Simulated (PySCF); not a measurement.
# BSi2H9O (SMILES [BH3-][O+]([SiH3])[SiH3]) at 6 levels

Wanted: a comparison of 6 runs (HF/STO-3G, HF/3-21G, B3LYP/6-31G*, PBE0/def2-SVP, MP2/def2-TZVP, CCSD(T)/6-31G*) of BSi2H9O. The job is set up through a Python script.

The results are computed with PySCF 2.14.0.

## 1. The structure to begin with

BSi2H9O: 13 atoms, total charge 0, spin state singlet. SMILES: `[BH3-][O+]([SiH3])[SiH3]`. The shape is that of a PBE0-D4/def2-TZVP optimisation.

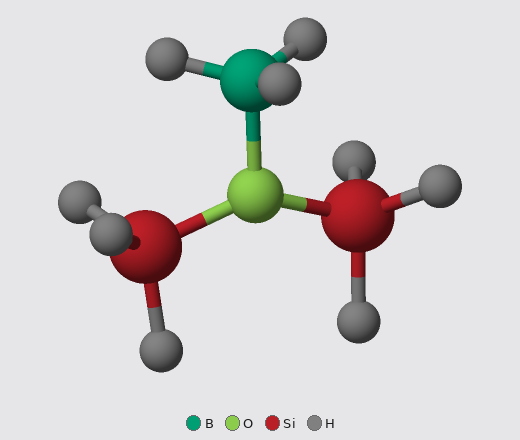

The structure, seen from a chosen angle (boron teal, oxygen green, silicon red, hydrogen grey).

## 2. Energy and forces at HF/STO-3G (run 1)

File geometry.xyz:

```xyz
13
BH9OSi2
B      0.074900     1.365100    -0.721300
O      0.146300    -0.140200    -0.007300
Si     0.660000    -0.018100     1.594100
Si    -0.694100    -1.275700    -0.928000
H     -0.919500     1.289800    -1.410700
H     -0.044600     2.109600     0.227800
H      1.111100     1.465900    -1.325300
H      0.857300    -1.417100     2.048200
H     -0.393400     0.639400     2.394100
H      1.930000     0.731400     1.600700
H     -2.140400    -0.982900    -0.860100
H     -0.401400    -2.585100    -0.293800
H     -0.165900    -1.216900    -2.303500
```

File job.py:

```python
# [BH3-][O+]([SiH3])[SiH3]
import pyscf.grad
from pyscf import gto, scf

mol = gto.M(
    atom='geometry.xyz',
    basis='sto-3g',
    verbose=4,
    max_memory=1860,
)

mf = scf.RHF(mol)
mf.conv_tol = 1e-10
mf.kernel()
if not mf.converged:
    mf = mf.newton().run(mf.mo_coeff, mf.mo_occ)

energy = mf.e_tot
print('E(%s) = %.9f' % ('HF', energy))
grad = mf.Gradients().kernel()
dip = mf.dip_moment()
pop, q = mf.mulliken_pop()
```

Started as:

```sh
OMP_NUM_THREADS=1 python job.py
```

Standard output:

```text
PySCF version 2.14.0

[... 63 lines left out ...]
converged SCF energy = -674.716768292423
[... 12 lines left out ...]
Dipole moment(X, Y, Z, Debye): -0.23599, -4.32829,  2.29075
[... 51 lines left out ...]
charge of   12H =     -0.12590
```

It took 8.1 s on 1 thread of Intel Xeon at 2.50GHz (Skylake/Cascade Lake), shared host; peak memory 0.12 GiB.

## 3. Energy and forces at HF/3-21G (run 2)

File run.py:

```python
from pyscf import gto

system = gto.M(
    atom=[
    ('B', (0.074900, 1.365100, -0.721300)),
    ('O', (0.146300, -0.140200, -0.007300)),
    ('Si', (0.660000, -0.018100, 1.594100)),
    ('Si', (-0.694100, -1.275700, -0.928000)),
    ('H', (-0.919500, 1.289800, -1.410700)),
    ('H', (-0.044600, 2.109600, 0.227800)),
    ('H', (1.111100, 1.465900, -1.325300)),
    ('H', (0.857300, -1.417100, 2.048200)),
    ('H', (-0.393400, 0.639400, 2.394100)),
    ('H', (1.930000, 0.731400, 1.600700)),
    ('H', (-2.140400, -0.982900, -0.860100)),
    ('H', (-0.401400, -2.585100, -0.293800)),
    ('H', (-0.165900, -1.216900, -2.303500)),
],
    verbose=3,
    max_memory=1860,
    spin=0,
    basis='3-21g',
)

hf = system.RHF()
hf.conv_tol = 1e-10
hf.kernel()
if not hf.converged:
    hf = hf.newton().run(hf.mo_coeff, hf.mo_occ)

e_final = hf.e_tot
print('E(%s) = %.9f' % ('HF', e_final))
grad = hf.nuc_grad_method().kernel()
hf.analyze()
```

Started as:

```sh
OMP_NUM_THREADS=1 python run.py
```

Standard output:

```text
converged SCF energy = -679.047975411611
[... 16 lines left out ...]
MO #7   energy= -4.26296425253899  occ= 2
[... 10 lines left out ...]
MO #18  energy= -0.624552262080523 occ= 2
[... 10 lines left out ...]
MO #29  energy= 0.216482292301194  occ= 0
[... 10 lines left out ...]
MO #40  energy= 0.466324536447683  occ= 0
[... 10 lines left out ...]
MO #51  energy= 1.33216461853407   occ= 0
[... 10 lines left out ...]
MO #62  energy= 3.2035193142302    occ= 0
[... 14 lines left out ...]
Dipole moment(X, Y, Z, Debye): -0.24249, -3.69669,  1.97961
```

Run time: 8.1 s. Hardware: 1 thread of Intel Xeon at 2.50GHz (Skylake/Cascade Lake), shared host; peak memory 0.13 GiB.

Runs 3 to 5 aren't shown in full; the table further down has their settings and results.

## 4. The energy at CCSD(T)/6-31G(d) (spherical functions) (run 6)

File calc.py:

```python
from pyscf import gto, cc

mol = gto.M(
    atom=[
    ('B', (0.074900, 1.365100, -0.721300)),
    ('O', (0.146300, -0.140200, -0.007300)),
    ('Si', (0.660000, -0.018100, 1.594100)),
    ('Si', (-0.694100, -1.275700, -0.928000)),
    ('H', (-0.919500, 1.289800, -1.410700)),
    ('H', (-0.044600, 2.109600, 0.227800)),
    ('H', (1.111100, 1.465900, -1.325300)),
    ('H', (0.857300, -1.417100, 2.048200)),
    ('H', (-0.393400, 0.639400, 2.394100)),
    ('H', (1.930000, 0.731400, 1.600700)),
    ('H', (-2.140400, -0.982900, -0.860100)),
    ('H', (-0.401400, -2.585100, -0.293800)),
    ('H', (-0.165900, -1.216900, -2.303500)),
],
    spin=0,
    verbose=3,
    charge=0,
    basis='6-31g*',
    max_memory=1860,
)

mf = mol.RHF()
mf.conv_tol = 1e-10
mf.kernel()
if not mf.converged:
    mf = mf.newton().run(mf.mo_coeff, mf.mo_occ)

mycc = cc.CCSD(mf, frozen=12)
mycc.kernel()
e_t = mycc.ccsd_t()
etot = mycc.e_tot + e_t
print('Final energy', etot)
mf.analyze()
```

Started as:

```sh
OMP_NUM_THREADS=1 python calc.py
```

Standard output:

```text
converged SCF energy = -682.644345871593
[... 15 lines left out ...]
MO #12  energy= -4.28119661132937  occ= 2
[... 13 lines left out ...]
MO #26  energy= 0.102270328042211  occ= 0
[... 13 lines left out ...]
MO #40  energy= 0.391115760631614  occ= 0
[... 13 lines left out ...]
MO #54  energy= 0.868366498812793  occ= 0
[... 13 lines left out ...]
MO #68  energy= 1.43582153565947   occ= 0
[... 13 lines left out ...]
MO #82  energy= 2.89932731859144   occ= 0
[... 14 lines left out ...]
Dipole moment(X, Y, Z, Debye): -0.17713, -3.33215,  1.76247
```

It took 38 s on 1 thread of Intel Xeon at 2.50GHz (Skylake/Cascade Lake), shared host; peak memory 0.36 GiB.

## 5. The series

| run | level | Cartesian functions | integration grid | energy (Eh) | dipole moment (D) of the reference | HOMO energy (eV) | LUMO energy (eV) | wall time |
| --- | --- | --- | --- | --- | --- | --- | --- | --- |
| 1 | HF/STO-3G | no | – | -674.716768 | 4.90 | -9.36 | 9.55 | 8.1 s |
| 2 | HF/3-21G | no | – | -679.047975 | 4.20 | -11.41 | 3.09 | 8.1 s |
| 3 | B3LYP/6-31G* (Cartesian functions) | yes | 5 | -684.509526 | 3.60 | -7.74 | -0.74 | 90 s |
| 4 | PBE0/def2-SVP | no | 5 | -683.857867 | 3.51 | -8.11 | -0.53 | 95 s |
| 5 | MP2/def2-TZVP | no | – | -683.363739 | 3.43 | -11.75 | 2.43 | 8.2 min |
| 6 | CCSD(T)/6-31G* (spherical functions) | no | – | -683.134626 | 3.77 | -11.59 | 2.78 | 38 s |

## 6. Summary of results

| quantity | value |
| --- | --- |
| run 6: total energy | -683.13463 Eh |
| run 6: dipole moment (Hartree–Fock density) | 3.77 D |
| run 6: HOMO energy (Hartree–Fock orbitals) | -11.59 eV |
| run 6: LUMO energy (Hartree–Fock orbitals) | 2.78 eV |
| run 6: HOMO–LUMO gap (Hartree–Fock orbitals) | 14.38 eV |
| run 6: correlation energy (12 core orbitals frozen) | -490.3 mEh |
| run 6: (T) correction | -11.04 mEh |
| run 6: T1 diagnostic | 0.012 |

**Reading.** Over runs 1, 2, 3, 4 the dipole moment (its size) runs from 3.51 D (PBE0/def2-SVP) to 4.90 D (HF/STO-3G). The two ends differ in method and basis. Over runs 1, 2, 3, 4 the HOMO–LUMO gap runs from 7.00 eV (B3LYP/6-31G*) to 18.91 eV (HF/STO-3G). Totals of different functionals can't be ranked against each other. In run 1 the basis is minimal, so the values are rough. All runs together took 12 min, the longest 8.2 min.
